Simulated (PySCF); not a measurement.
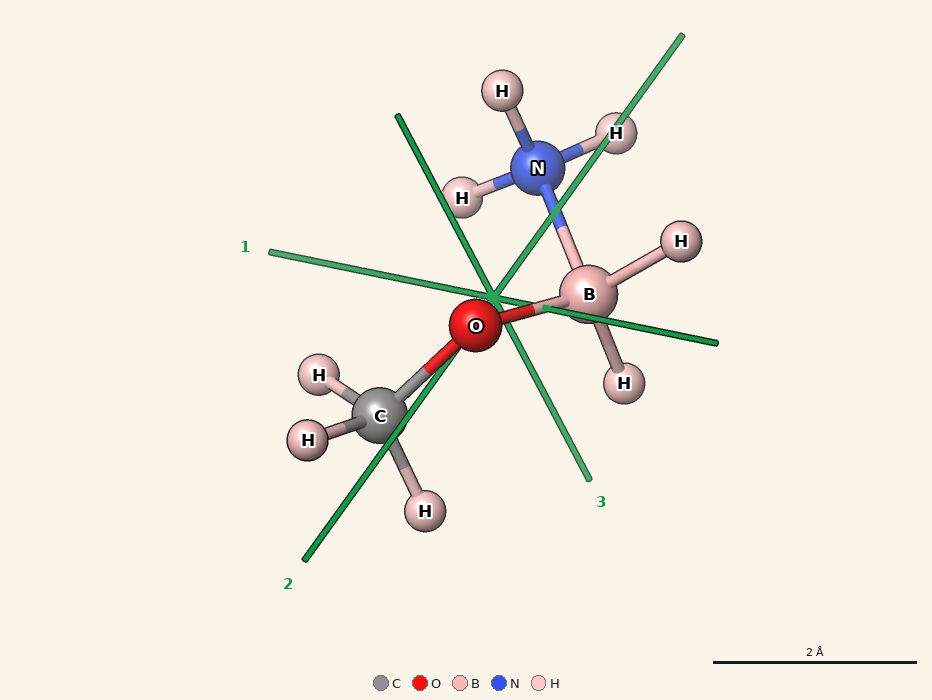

The three principal axes of inertia are drawn and numbered. Atoms fade into the background with distance from the viewer. The computed structure is the end point of a PBE0-D3(BJ)/def2-SVP optimisation. No frequency run is at hand to confirm it as a minimum. Masses are those of the most abundant isotopes; constants are for the rigid equilibrium geometry.

### Which line is the a axis (least moment of inertia), which b and which c?

a is line 2, b is line 1, c is line 3; the moments are 32.4, 110, 124 u Å².

### What kind of rotor is it, and what are its rotational constants in MHz?

An asymmetric top (C1): A = 15585, B = 4580, C = 4088 MHz. Ray's parameter κ is −0.91, close to the prolate limit.
